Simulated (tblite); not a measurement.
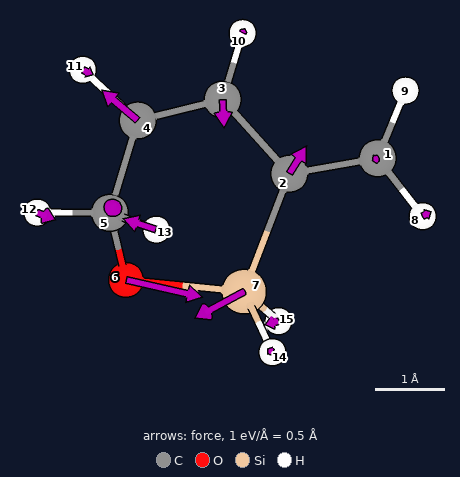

Starting geometry of C₅H₈OSi with the computed forces as purple arrows. The picture is a ball-and-stick view, seen face on.

All numbers below come from GFN2-xTB geometry optimisation, gas phase in tblite. 

Is this structure relaxed? If not, where do the atoms go?

Answer. It isn't relaxed: the largest force vector, on O6, is 2.34 eV/Å. The final displacements have little in common with the starting forces (cosine between the two patterns 0.25). The atom that moves furthest after the best rigid fit is H13 (1.56 Å). Largest moves by element: H 1.56 Å, O 0.98 Å, C 0.40 Å, Si 0.31 Å. Some distances before and after: O6–Si7 1.738 → 1.625 Å, C5–H13 1.128 → 1.099 Å, C2–Si7 1.860 → 1.886 Å, Si7–H14 1.471 → 1.456 Å. Bond angles that change, for instance: C5–O6–Si7 103.6° → 125.6°, C2–C3–C4 115.9° → 125.4°, O6–Si7–H14 109.9° → 102.3°. Groups turn about C5–O6 by about 105°, C4–C5 by about 75°, O6–Si7 by about 65°. After 103 geometry steps the energy has fallen by 0.671 eV. The run took 0.64 s on 1 thread of Arm Neoverse V1, with other jobs on the host.
